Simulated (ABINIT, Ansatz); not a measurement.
## KF (Carobbiite): one start, several treatments of the self-energy

How much does the gap of KF (Carobbiite) depend on the approximation to the self-energy?

Method: PBE and many-body steps on it, plane waves, in ABINIT 10.8.3.

## (1) The starting structure

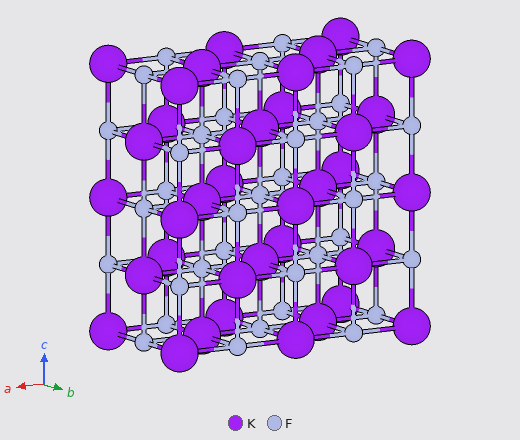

The starting structure, seen from a free direction (potassium purple, fluorine light blue). 2×1×2 cells are drawn. This picture shows the conventional cell, with its axes. Some periodic images of atoms are drawn too.

The cell and positions come from the Crystallography Open Database and are kept as given unless a step says otherwise.

## (2) Empty states on the mesh, 6×6×6 mesh, 708 bands

This step: ABINIT 10.8.3; DFT, PBE, plane waves, norm-conserving pseudopotentials.

The sums over transitions need many empty states on a uniform mesh; this step solves for them.

File run.abi:

```
acell 3*1.0 Angstrom
rprim 
  -0.000000000000 2.671850000000 2.671850000000
  2.671850000000 -0.000000000000 2.671850000000
  2.671850000000 2.671850000000 0.000000000000
ntypat 2
znucl 19 9
natom 2
typat 1 2
xred 
  0.000000000000 0.000000000000 0.000000000000
  0.500000000000 0.500000000000 0.500000000000
pp_dirpath "pseudos"
pseudos "K.upf, F.upf"
ecut 36
ngkpt 6 6 6
nshiftk 1
shiftk 0 0 0
kptopt 1
chksymbreak 0
irdden 1
istwfk *1
nband 708
prtvol 0
optdriver 6
gwr_task "HDIAGO"
paral_kgb 0
occopt 1
indata_prefix "in"
outdata_prefix "out"
tmpdata_prefix "tmp"
```

Command:

```console
$ OMP_NUM_THREADS=1 mpirun -n 8 abinit run.abi > log
```

The program printed:

```text
.Version 10.8.3 of ABINIT. v10.8.2 released Aug 2026.

 Symmetries : space group Fm -3 m (#225); Bravais cF (face-center cubic)
[... echo of the input left out ...]
== DATASET  1 ==================================================================
-   mpi_nproc: 8, omp_nthreads: 1 (-1 if OMP is not activated)

--- !DatasetInfo
iteration_state: {dtset: 1, }
dimensions: {natom: 2, nkpt: 16, mband: 708, nsppol: 1, nspinor: 1, nspden: 1, mpw: 2685, }
cutoff_energies: {ecut:  36.0, pawecutdg:  -1.0, }
[...]
Direct band gap semiconductor
 Fundamental gap:     6.199 (eV)
   VBM:     0.131 (eV) at k: [ 0.0000E+00,  0.0000E+00,  0.0000E+00]
   CBM:     6.330 (eV) at k: [ 0.0000E+00,  0.0000E+00,  0.0000E+00]
 Direct gap:         6.199 (eV) at k: [ 0.0000E+00,  0.0000E+00,  0.0000E+00]

== END DATASET(S) ==============================================================
================================================================================

 -outvars: echo values of variables after computation  --------
           etotal      0.0000000000E+00
            nband         708
             nkpt          16
          spgroup         225
 [... the other variables as echoed above ...]

 Calculation completed.
```

Elapsed: 37 s, on 8 MPI ranks of Arm Neoverse V1, shared host; peak memory 3.7 GiB; 5 min of CPU time.

Numbers from this step:

```yaml
gap: 6.199 eV
k_of_the_valence_top: 0, 0, 0
k_of_the_conduction_bottom: 0, 0, 0
least_direct_gap: 6.199 eV
k_points_computed: 16
lowest_point_of_the_top_converged_band_above_the_valence_top: 390.3015 eV
```

On this mesh the gap is 6.199 eV.

The density comes from a self-consistent run that is not shown.

## (3) Screening, 6×6×6 mesh, 290 bands, screening to 283 eV

The RPA dielectric matrix is built and inverted for each q.

This step: RPA screening on PBE, plane waves, norm-conserving pseudopotentials.

Changes to run.abi since step 2:

```diff
@@ -20,10 +20,11 @@
 chksymbreak 0
-irdden 1
 istwfk *1
-nband 708
-prtvol 0
-optdriver 6
-gwr_task "HDIAGO"
-paral_kgb 0
 occopt 1
+irdwfk 1
+optdriver 3
+nband 290
+ecuteps 10.4
+inclvkb 2
+awtr 1
+symchi 1
 indata_prefix "in"
```

The program printed:

```text
.Version 10.8.3 of ABINIT. v10.8.2 released Aug 2026.

 Symmetries : space group Fm -3 m (#225); Bravais cF (face-center cubic)
[... echo of the input left out ...]
== DATASET  1 ==================================================================
-   mpi_nproc: 8, omp_nthreads: 1 (-1 if OMP is not activated)

--- !DatasetInfo
iteration_state: {dtset: 1, }
dimensions: {natom: 2, nkpt: 16, mband: 290, nsppol: 1, nspinor: 1, nspden: 1, mpw: 2685, }
cutoff_energies: {ecut:  36.0, pawecutdg:  -1.0, }
electrons: {nelect:   1.60000000E+01, charge:   0.00000000E+00, occopt:   1.00000000E+00, tsmear:   1.00000000E-02, }

 SCREENING: Calculation of the susceptibility and dielectric matrices

 Based on a program developped by R.W. Godby, V. Olevano, G. Onida, and L. Reining.
 Incorporated in ABINIT by V. Olevano, G.-M. Rignanese, and M. Torrent.
.Using double precision arithmetic ; gwpc =  8

[... cell and pseudopotentials left out ...]
--------------------------------------------------------------------------------

 ==== K-mesh for the wavefunctions ====
 Number of points in the irreducible wedge :    16
[... list of points left out ...]
 Together with 48 symmetry operations and time-reversal symmetry
 yields   216 points in the full Brillouin Zone.

 ==== Q-mesh for the screening function ====
 Number of points in the irreducible wedge :    16
[... list of points left out ...]
 Together with 48 symmetry operations and time-reversal symmetry
 yields   216 points in the full Brillouin Zone.

 setmesh: FFT mesh size selected  =    30x   30x   30
          total number of points  =        27000

 vcoul_init : cutoff-mode = AUXILIARY_FUNCTION
 q-points for optical limit:   1
     1)      0.000010    0.000020    0.000030

- screening: taking advantage of time-reversal symmetry
- Maximum band index for partially occupied states nbvw = 8
- Remaining bands to be divided among processors   nbcw = 282
- Number of bands treated by each node ~35

 Number of electrons calculated from density =   16.0000; Expected =   16.0000
 average of density, n =  0.062152
 r_s =    1.5661
 omega_plasma =   24.0483 [eV]

 calculating chi0 at frequencies [eV] :
  1    0.000000E+00    0.000000E+00
  2    0.000000E+00    2.404829E+01

--------------------------------------------------------------------------------
  q-point number  1        q = ( 0.000000, 0.000000, 0.000000) [r.l.u.]
--------------------------------------------------------------------------------
[... chi0 elements left out ...]
 For q-point:  0.000010 0.000020 0.000030
  dielectric constant =   1.8935
  dielectric constant without local fields =   2.1064

  Average fulfillment of the sum rule on Im[epsilon] for q-point    1 :     86.25  [%]
[... wings left out ...]
  q-point number  2        q = ( 0.166667, 0.000000, 0.000000) [r.l.u.]
--------------------------------------------------------------------------------
[... chi0 elements left out ...]
  Average fulfillment of the sum rule on Im[epsilon] for q-point    2 :     90.34  [%]

 [... 14 further q-points ...]
```

Run time: 5.5 min. Hardware: 8 MPI ranks; peak memory 3.8 GiB; 44 min of CPU time.

This step gave:

```yaml
eps_infinity_with_local_fields_on_this_mesh_along_the_program_s_q_direction: 1.893
the_same_without_local_fields: 2.106
plasma_frequency: 24.05 eV
plane_waves_in_the_screening_matrix: 411
```

Local fields lower ε∞ by 10 %.

## (4) G0W0, Godby-Needs plasmon pole

The self-energy is evaluated for the states that the input lists, and the levels follow from it, in one-shot runs by the linearised quasiparticle equation.

This step: G0W0 on PBE, plane waves, norm-conserving pseudopotentials.

Changes to run.abi since step 3:

```diff
@@ -23,8 +23,15 @@
 irdwfk 1
-optdriver 3
+optdriver 4
 nband 290
+gwcalctyp 0
+ecutsigx 36
+symsigma 1
+nkptgw 1
+kptgw 
+  0.0000000000 0.0000000000 0.0000000000
+bdgw 
+  6 12
 ecuteps 10.4
-inclvkb 2
-awtr 1
-symchi 1
+irdscr 1
+ppmodel 1
 indata_prefix "in"
```

The program printed:

```text
.Version 10.8.3 of ABINIT. v10.8.2 released Aug 2026.

 Symmetries : space group Fm -3 m (#225); Bravais cF (face-center cubic)
[... echo of the input left out ...]
== DATASET  1 ==================================================================
-   mpi_nproc: 8, omp_nthreads: 1 (-1 if OMP is not activated)

--- !DatasetInfo
iteration_state: {dtset: 1, }
dimensions: {natom: 2, nkpt: 16, mband: 290, nsppol: 1, nspinor: 1, nspden: 1, mpw: 2685, }
cutoff_energies: {ecut:  36.0, pawecutdg:  -1.0, }
electrons: {nelect:   1.60000000E+01, charge:   0.00000000E+00, occopt:   1.00000000E+00, tsmear:   1.00000000E-02, }

 SIGMA: Calculation of the GW corrections

 Based on a program developped by R.W. Godby, V. Olevano, G. Onida, and L. Reining.
 Incorporated in ABINIT by V. Olevano, G.-M. Rignanese, and M. Torrent.
.Using double precision arithmetic ; gwpc =  8

[... cell and pseudopotentials left out ...]
--------------------------------------------------------------------------------

 ==== K-mesh for the wavefunctions ====
 Number of points in the irreducible wedge :    16
[... list of points left out ...]
 Together with 48 symmetry operations and time-reversal symmetry
 yields   216 points in the full Brillouin Zone.

 ==== Q-mesh for screening function ====
 Number of points in the irreducible wedge :    16
[... list of points left out ...]
 Together with 48 symmetry operations and time-reversal symmetry
 yields   216 points in the full Brillouin Zone.

 vcoul_init : cutoff-mode = AUXILIARY_FUNCTION
 q-points for optical limit:   1
     1)      0.000010    0.000020    0.000030
 setmesh: FFT mesh size selected  =    40x   40x   40
          total number of points  =        64000

 Number of electrons calculated from density =   16.0000; Expected =   16.0000
 average of density, n =  0.062152
 r_s =    1.5661
 omega_plasma =   24.0483 [eV]

 === KS Band Gaps ===
  >>>> For spin  1
   Minimum direct gap =   6.1994 [eV], located at k-point      :   0.0000  0.0000  0.0000
   Fundamental gap    =   6.1994 [eV], Top of valence bands at :   0.0000  0.0000  0.0000
                                       Bottom of conduction at :   0.0000  0.0000  0.0000
 SIGMA fundamental parameters:
 PLASMON POLE MODEL  1
 number of plane-waves for SigmaX                 2685
 number of plane-waves for SigmaC and W            411
 number of plane-waves for wavefunctions          2685
 number of bands                                   290
 number of independent spin polarizations            1
 number of spinorial components                      1
 number of k-points in IBZ                          16
 number of q-points in IBZ                          16
 number of symmetry operations                      48
 number of k-points in BZ                          216
 number of q-points in BZ                          216
 number of frequencies for dSigma/dE                 9
 frequency step for dSigma/dE [eV]                0.25
 number of omega for Sigma on real axis              0
 max omega for Sigma on real axis  [eV]           0.00
 zcut for avoiding poles [eV]                     0.10

 EPSILON^-1 parameters (SCR file):
 dimension of the eps^-1 matrix on file            411
 dimension of the eps^-1 matrix used               411
 number of plane-waves for wavefunctions          2685
 number of bands                                   290
 number of q-points in IBZ                          16
 number of frequencies                               2
 number of real frequencies                          1
 number of imag frequencies                          1

 matrix elements of self-energy operator (all in [eV])

 Perturbative Calculation

--- !SelfEnergy_ee
iteration_state: {dtset: 1, }
kpoint     : [   0.000,    0.000,    0.000, ]
spin       : 1
KS_gap     :    6.199
QP_gap     :    9.703
Delta_QP_KS:    3.503
data: !SigmaeeData |
     Band     E0 <VxcDFT>   SigX SigC(E0)      Z dSigC/dE  Sig(E)    E-E0       E
        6   0.131 -21.899 -29.568   4.513   0.804  -0.244 -24.436  -2.537  -2.406
        7   0.131 -21.899 -29.568   4.513   0.804  -0.244 -24.436  -2.537  -2.406
        8   0.131 -21.899 -29.568   4.513   0.804  -0.244 -24.436  -2.537  -2.406
        9   6.330  -7.969  -4.027  -2.865   0.897  -0.115  -7.003   0.966   7.296
       10  10.825 -10.841  -4.975  -3.272   0.890  -0.124  -8.534   2.307  13.132
       11  10.825 -10.841  -4.975  -3.272   0.890  -0.124  -8.534   2.307  13.132
       12  10.825 -10.841  -4.975  -3.272   0.890  -0.124  -8.534   2.307  13.132

== END DATASET(S) ==============================================================
================================================================================

 -outvars: echo values of variables after computation  --------
           etotal      0.0000000000E+00
            nband         290
             nkpt          16
          spgroup         225
 [... the other variables as echoed above ...]

 Calculation completed.
```

Wall time 36 s (8 MPI ranks); peak memory 4.1 GiB.

This step gave:

```
G0W0 gap on the points computed              : 9.702 eV
starting gap on the mesh                     : 6.199 eV
k of the valence top                         : 0, 0, 0
k of the conduction bottom                   : 0, 0, 0
Z at the valence top                         : 0.804
Z at the conduction bottom                   : 0.897
least direct G0W0 gap on the computed points : 9.702 eV
```

The gap on the mesh goes from 6.20 eV to 9.70 eV, a correction of +3.50 eV.

## (5) G0W0, von der Linden-Horsch plasmon pole

Changes to run.abi since step 4:

```diff
@@ -35,3 +35,3 @@
 irdscr 1
-ppmodel 1
+ppmodel 3
 indata_prefix "in"
```

The program printed:

```text
.Version 10.8.3 of ABINIT. v10.8.2 released Aug 2026.

 Symmetries : space group Fm -3 m (#225); Bravais cF (face-center cubic)
[... echo of the input left out ...]
== DATASET  1 ==================================================================
-   mpi_nproc: 8, omp_nthreads: 1 (-1 if OMP is not activated)

--- !DatasetInfo
iteration_state: {dtset: 1, }
dimensions: {natom: 2, nkpt: 16, mband: 290, nsppol: 1, nspinor: 1, nspden: 1, mpw: 2685, }
cutoff_energies: {ecut:  36.0, pawecutdg:  -1.0, }
electrons: {nelect:   1.60000000E+01, charge:   0.00000000E+00, occopt:   1.00000000E+00, tsmear:   1.00000000E-02, }

 SIGMA: Calculation of the GW corrections

 Based on a program developped by R.W. Godby, V. Olevano, G. Onida, and L. Reining.
 Incorporated in ABINIT by V. Olevano, G.-M. Rignanese, and M. Torrent.
.Using double precision arithmetic ; gwpc =  8

[... cell and pseudopotentials left out ...]
--------------------------------------------------------------------------------

 ==== K-mesh for the wavefunctions ====
 Number of points in the irreducible wedge :    16
[... list of points left out ...]
 Together with 48 symmetry operations and time-reversal symmetry
 yields   216 points in the full Brillouin Zone.

 ==== Q-mesh for screening function ====
 Number of points in the irreducible wedge :    16
[... list of points left out ...]
 Together with 48 symmetry operations and time-reversal symmetry
 yields   216 points in the full Brillouin Zone.

 vcoul_init : cutoff-mode = AUXILIARY_FUNCTION
 q-points for optical limit:   1
     1)      0.000010    0.000020    0.000030
 setmesh: FFT mesh size selected  =    40x   40x   40
          total number of points  =        64000

 Number of electrons calculated from density =   16.0000; Expected =   16.0000
[...]
number of q-points in BZ                          216
 number of frequencies for dSigma/dE                 9
 frequency step for dSigma/dE [eV]                0.25
 number of omega for Sigma on real axis              0
 max omega for Sigma on real axis  [eV]           0.00
 zcut for avoiding poles [eV]                     0.10

 EPSILON^-1 parameters (SCR file):
 dimension of the eps^-1 matrix on file            411
 dimension of the eps^-1 matrix used               411
 number of plane-waves for wavefunctions          2685
 number of bands                                   290
 number of q-points in IBZ                          16
 number of frequencies                               2
 number of real frequencies                          1
 number of imag frequencies                          1

 matrix elements of self-energy operator (all in [eV])

 Perturbative Calculation

--- !SelfEnergy_ee
iteration_state: {dtset: 1, }
kpoint     : [   0.000,    0.000,    0.000, ]
spin       : 1
KS_gap     :    6.199
QP_gap     :   10.247
Delta_QP_KS:    4.047
data: !SigmaeeData |
     Band     E0 <VxcDFT>   SigX SigC(E0)      Z dSigC/dE  Sig(E)    E-E0       E
        6   0.131 -21.899 -29.568   3.927   0.900  -0.111 -25.267  -3.368  -3.237
        7   0.131 -21.899 -29.568   3.927   0.900  -0.111 -25.267  -3.368  -3.237
        8   0.131 -21.899 -29.568   3.927   0.900  -0.111 -25.267  -3.368  -3.237
        9   6.330  -7.969  -4.027  -3.223   0.946  -0.058  -7.290   0.679   7.010
       10  10.825 -10.841  -4.975  -3.647   0.940  -0.063  -8.754   2.087  12.912
       11  10.825 -10.841  -4.975  -3.647   0.940  -0.063  -8.754   2.087  12.912
       12  10.825 -10.841  -4.975  -3.647   0.940  -0.063  -8.754   2.087  12.912

== END DATASET(S) ==============================================================
================================================================================

 -outvars: echo values of variables after computation  --------
           etotal      0.0000000000E+00
            nband         290
             nkpt          16
          spgroup         225
 [... the other variables as echoed above ...]

 Calculation completed.
```

Wall time 18 s (8 MPI ranks); peak memory 3.1 GiB.

Numbers from this step:

```yaml
g0w0_gap_on_the_points_computed: 10.25 eV
starting_gap_on_the_mesh: 6.199 eV
k_of_the_valence_top: 0, 0, 0
k_of_the_conduction_bottom: 0, 0, 0
z_at_the_valence_top: 0.9
z_at_the_conduction_bottom: 0.946
least_direct_g0w0_gap_on_the_computed_points: 10.25 eV
```

Against G0W0 in ABINIT (6×6×6 mesh, 290 bands, screening to 283 eV, Godby-Needs plasmon pole), the gap moves by +0.545 eV.

## (6) G0W0, Engel-Farid plasmon pole

Changes to run.abi since step 5:

```diff
@@ -35,3 +35,3 @@
 irdscr 1
-ppmodel 3
+ppmodel 4
 indata_prefix "in"
```

The program printed:

```text
.Version 10.8.3 of ABINIT. v10.8.2 released Aug 2026.

 Symmetries : space group Fm -3 m (#225); Bravais cF (face-center cubic)
[... echo of the input left out ...]
== DATASET  1 ==================================================================
-   mpi_nproc: 8, omp_nthreads: 1 (-1 if OMP is not activated)

--- !DatasetInfo
iteration_state: {dtset: 1, }
dimensions: {natom: 2, nkpt: 16, mband: 290, nsppol: 1, nspinor: 1, nspden: 1, mpw: 2685, }
cutoff_energies: {ecut:  36.0, pawecutdg:  -1.0, }
[...]
10  10.825 -10.841  -4.975  -3.424   0.897  -0.115  -8.651   2.190  13.015
       11  10.825 -10.841  -4.975  -3.424   0.897  -0.115  -8.651   2.190  13.015
       12  10.825 -10.841  -4.975  -3.424   0.897  -0.115  -8.651   2.190  13.015

== END DATASET(S) ==============================================================
================================================================================

 -outvars: echo values of variables after computation  --------
           etotal      0.0000000000E+00
            nband         290
             nkpt          16
          spgroup         225
 [... the other variables as echoed above ...]

 Calculation completed.
```

The job ended after 18 s (8 MPI ranks; peak memory 3.1 GiB).

Numbers from this step:

```yaml
g0w0_gap_on_the_points_computed: 9.960 eV
starting_gap_on_the_mesh: 6.199 eV
k_of_the_valence_top: 0, 0, 0
k_of_the_conduction_bottom: 0, 0, 0
least_direct_g0w0_gap_on_the_computed_points: 9.960 eV
```

Against G0W0 in ABINIT (6×6×6 mesh, 290 bands, screening to 283 eV, Godby-Needs plasmon pole), the gap moves by +0.258 eV.

## (7) One-shot Hartree-Fock

This step: one-shot Hartree-Fock on PBE, plane waves, norm-conserving pseudopotentials.

Changes to run.abi since step 6:

```diff
@@ -24,4 +24,4 @@
 optdriver 4
-nband 290
-gwcalctyp 0
+nband 12
+gwcalctyp 5
 ecutsigx 36
@@ -33,5 +33,4 @@
   6 12
-ecuteps 10.4
-irdscr 1
-ppmodel 4
+ixc_sigma 40
+fftgw 31
 indata_prefix "in"
```

Command:

```console
$ OMP_NUM_THREADS=1 mpirun -n 6 abinit run.abi > log
```

The program printed:

```text
.Version 10.8.3 of ABINIT. v10.8.2 released Aug 2026.

 Symmetries : space group Fm -3 m (#225); Bravais cF (face-center cubic)
[... echo of the input left out ...]
== DATASET  1 ==================================================================
-   mpi_nproc: 6, omp_nthreads: 1 (-1 if OMP is not activated)

--- !DatasetInfo
iteration_state: {dtset: 1, }
dimensions: {natom: 2, nkpt: 16, mband: 12, nsppol: 1, nspinor: 1, nspden: 1, mpw: 2685, }
cutoff_energies: {ecut:  36.0, pawecutdg:  -1.0, }
[...]
10  10.825 -10.841  -4.975   0.000   1.000   0.000  -4.975   5.866  16.690
       11  10.825 -10.841  -4.975   0.000   1.000   0.000  -4.975   5.866  16.690
       12  10.825 -10.841  -4.975   0.000   1.000   0.000  -4.975   5.866  16.690

== END DATASET(S) ==============================================================
================================================================================

 -outvars: echo values of variables after computation  --------
           etotal      0.0000000000E+00
            nband          12
             nkpt          16
          spgroup         225
 [... the other variables as echoed above ...]

 Calculation completed.
```

The job ended after 2.7 s (6 MPI ranks; peak memory 0.19 GiB).

Numbers from this step:

- quasiparticle gap on the points computed: 17.81 eV
- starting gap on the mesh: 6.199 eV
- k of the valence top: 0, 0, 0
- k of the conduction bottom: 0, 0, 0
- least direct quasiparticle gap on the computed points: 17.81 eV

Against G0W0 in ABINIT (6×6×6 mesh, 290 bands, screening to 283 eV, Godby-Needs plasmon pole), the gap moves by +8.109 eV.

(Part 1 of 2 ends here.)

[Paths, hosts, dates, memory and timing lines, banners, echoed tables and standing remarks are left out of the program output.]

[Logs are printed without paths, hosts, clocks, repeated set-up lines and the standing remarks that a program may print on its own settings, such as how far it seeks lower states.]

[Runs of the session that timed out or met a known fault of the program may be left out.]

[Hosts, paths, dates, database ids (printed as entryN), source tags and the programs' standing remarks are cut or masked in the printed files.]

[G0W0 gaps are taken among the corrected bands and points alone; a level outside them can change the order at an edge.]

[Where Ansatz stands beside ABINIT at settings called matched, ABINIT's density can come from a denser mesh and the files from another edition; pairs whose starting gaps differed by over 0.03 eV were left out, so agreement reads better than it is.]
